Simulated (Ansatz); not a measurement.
CH4Ge···HF

```xyz
8

Ge    0.0472   -0.2205   -0.6908
F     1.3171    0.2725    1.2683
H     1.9641   -0.0912    0.6734
C    -0.9393    1.5268   -0.7235
H    -1.8752    1.3857   -1.3077
H    -1.2420    1.8274    0.3011
H    -0.3499    2.3388   -1.1911
H    -1.0927   -0.9991    0.1364
```

These are results of RKS PBE-D4/def2-SVP in Ansatz, not measurements.

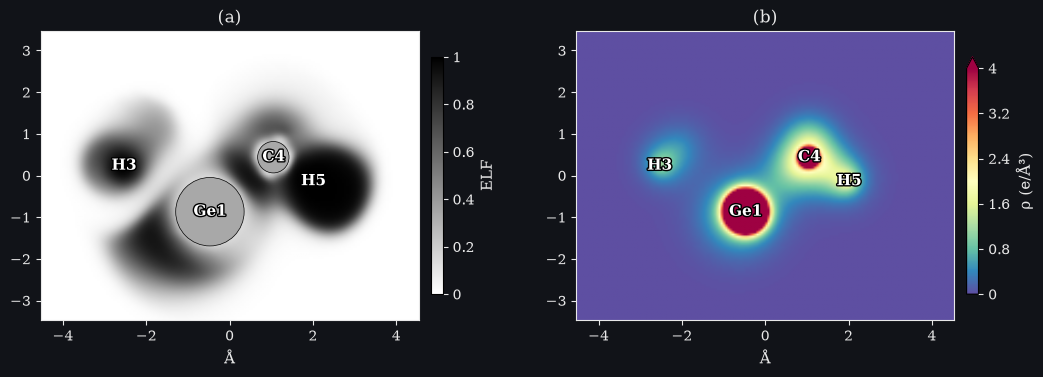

Figure 1. (a) ELF; (b) electron density on the plane of atoms Ge1, C4 and H5. Grey discs cover the atomic cores in the ELF map.

### Interpret the plot.

The plane passes through Ge, H and C nuclei. C–Ge (2.01 Å): ρ is about 0.8 e/Å³ halfway; the ELF peaks at about 0.90 in the valence shell of C, 0.8 Å from its nucleus, and is about 0.70 at the midpoint. C–H (1.11 Å): ρ at the midpoint is about 1.8 e/Å³; the ELF climbs to about 1 towards the hydrogen, as it does in any bond to H (an ordinary covalent bond to hydrogen).

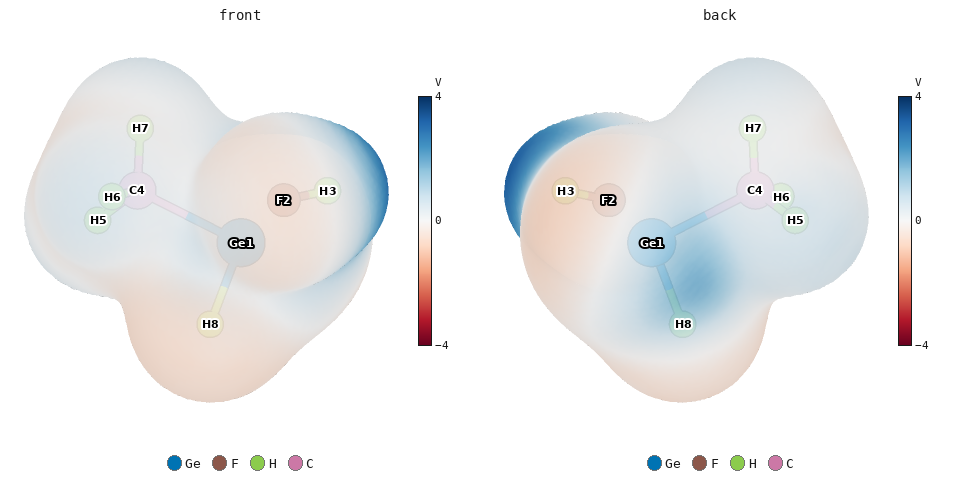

Figure 2. The electrostatic potential painted on the density surface at 0.002 e/bohr³, seen from the front and from behind; the colour scale runs from red (negative) to blue (positive).

### Describe the electrostatic potential map.

The most negative region (about −0.8 V) lies over Ge1, the most positive (about +3.1 V) over H3.

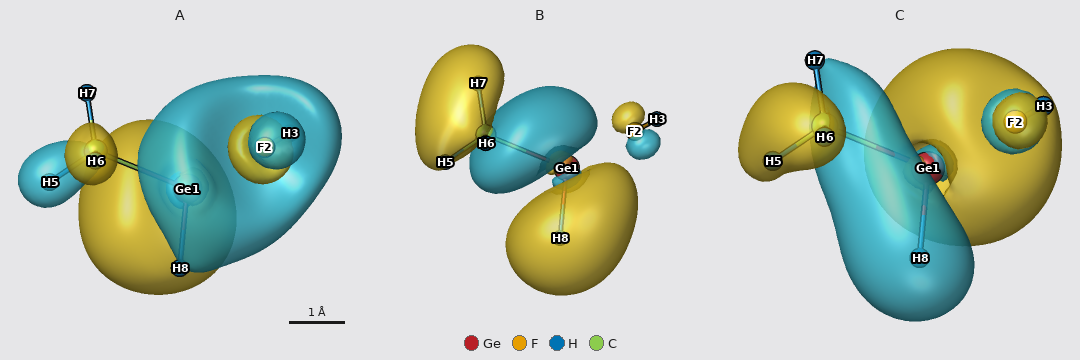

Figure 3. Three frontier orbitals at ±0.08 Å⁻³ᐟ² (yellow and cyan are the two phases), in no order.

### Which picture is the HOMO−1, the HOMO and the LUMO?

B is the HOMO−1 (−6.86 eV). Its weight (Hirshfeld) is mainly on Ge1 (about 35 %), C4 (about 30 %) and H8 (about 25 %). C is the HOMO (−5.13 eV). It lies mainly on Ge1 (about 65 %), C4 (about 10 %) and H8 (about 10 %). A is the LUMO (−2.53 eV). It lies mainly on Ge1 (about 70 %), F2 (about 10 %) and H3 (about 5 %).

### What is the HOMO–LUMO gap?

2.60 eV between the orbital energies.
